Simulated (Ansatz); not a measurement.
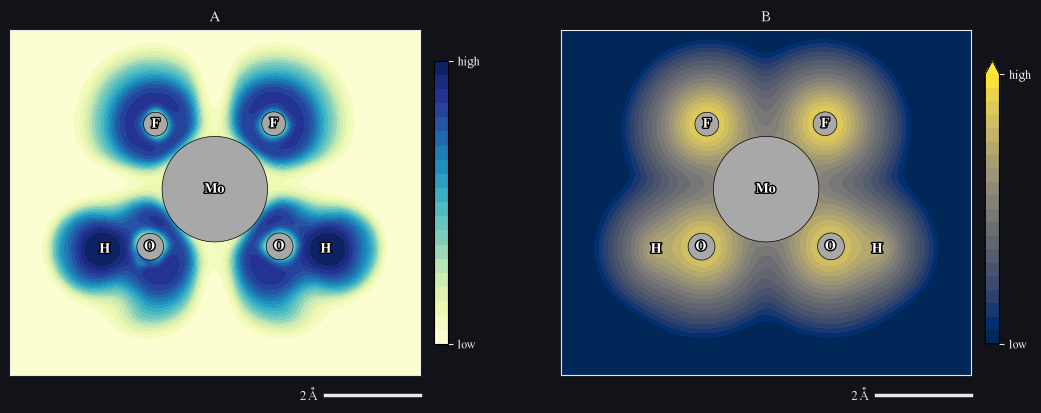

Cl₂F₂H₂MoO₂ (SMILES [OH][Mo]([OH])([F])([F])([Cl])[Cl]): 2 fields on the plane of atoms F4, Mo5 and O6, with unlabelled colour scales. Grey discs cover the atomic cores.

Geometry: PBE0-D4/def2-SVP; core potentials replace the inner electrons of Mo.

All numbers below come from isolated molecule in a Gaussian basis; Kohn-Sham density functional theory, functional PBE0 (Ansatz 0.2.0).

Question: Which field does each panel show? The fields are: electron density and electron localisation function.

Answer: Panel A: electron localisation function. Panel B: electron density. From the grid: Mo–O (1.82 Å): ρ at the midpoint is about 1.3 e/Å³; the ELF peaks at about 0.85 in the valence shell of O, 0.5 Å from its nucleus, and drops to about 0.25 between the two atoms. Mo–F (1.85 Å): ρ at the midpoint is about 1.1 e/Å³; the ELF peaks at about 0.85 in the valence shell of F, 0.5 Å from its nucleus, and drops to about 0.20 between the two atoms.
